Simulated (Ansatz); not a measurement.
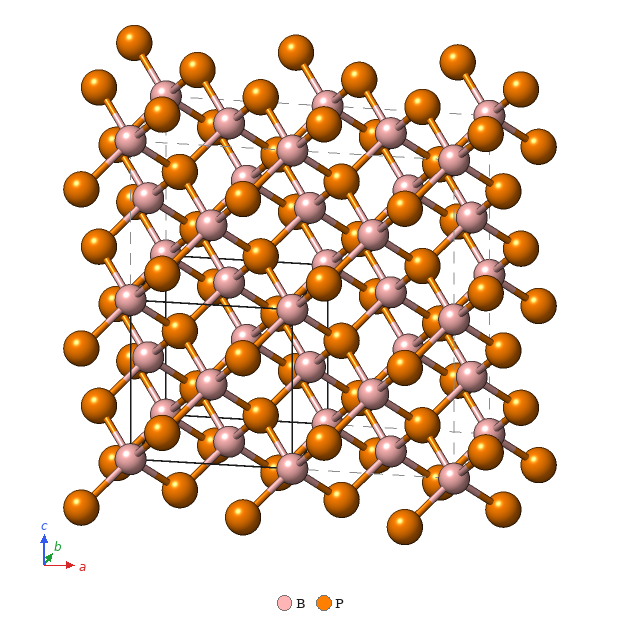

The compound is BP (space group F-43m, No. 216), taken as the end point of a relaxation with DFT, PAW plane waves, pbe in Ansatz.

Bonds are taken as B–P below 2.2 Å; no other contact counts. The graph is simplified in the usual way: terminal and isolated atoms are pruned, two-connected atoms become edges.

Question: What kind of net remains, and which atoms are its nodes?

Answer: A uninodal 4-connected, three-periodic net: B and P are 4-connected nodes.

Question: Which named net is it?

Answer: It is the dia net, known from diamond, zinc blende and cristobalite.

Question: Is the net interpenetrated?

Answer: It is a single net, without interpenetration.

Question: Give the first four terms of the coordination sequence (nodes one, two, three … edges away).

Answer: B and P: 4, 12, 24, 42.

Question: How many nodes does the smallest cycle have?

Answer: Six.

The simplified net, drawn on the atoms' positions. Nodes are coloured by element. Short stubs are edges that leave the cut-out.

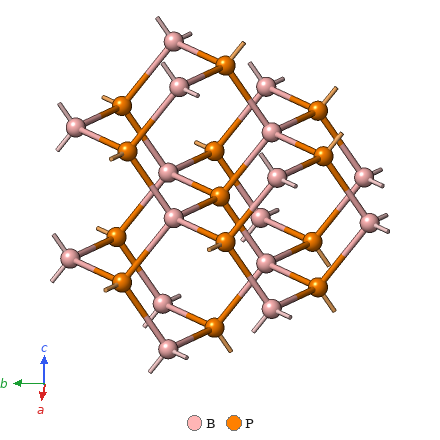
